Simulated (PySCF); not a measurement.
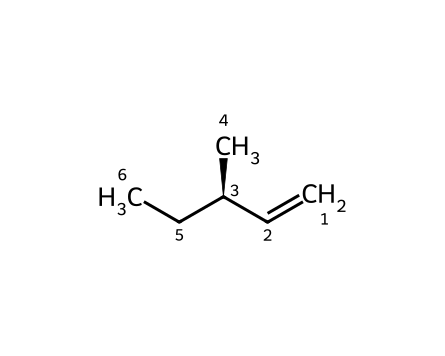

A structural formula, with wedges where it has stereocentres; small numbers name the atoms. The configuration is that of a computed structure (PBE0-D3(BJ)/def2-SVP).

Q: Assign CIP descriptors.

A: C3: R.

Q: Write the isomeric SMILES.

A: C=C[C@H](C)CC
